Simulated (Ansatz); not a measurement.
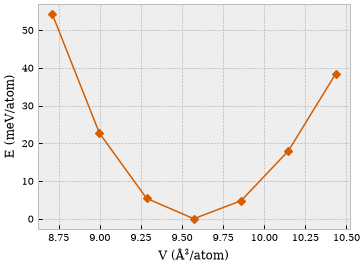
Figure: LiTi$_{3}$C$_{2}$O$_{2}$ in space group P6_3/mmc (No. 194; Pearson symbol hP16) under volume change, DFT-PBE+D3(BJ) in the program Ansatz with PAW potentials, shape and atoms relaxed at each volume.

Q: What does a third-order Birch–Murnaghan fit give for V₀, B₀ and B′?

A: V₀ = 9.57 Å³/atom, B₀ = 187 GPa, B′ = 4.7.

The cell is a constructed one: a structure type filled with these elements; neither database checked (COD, Materials Project) lists it. Whether it is the stable phase at ambient conditions was not checked. The PBE+D3(BJ) relaxation kept the symmetry of its start. At this level the phase is mechanically unstable. The run is not spin-polarised.

Potentials: the later of the program's two PAW sets.
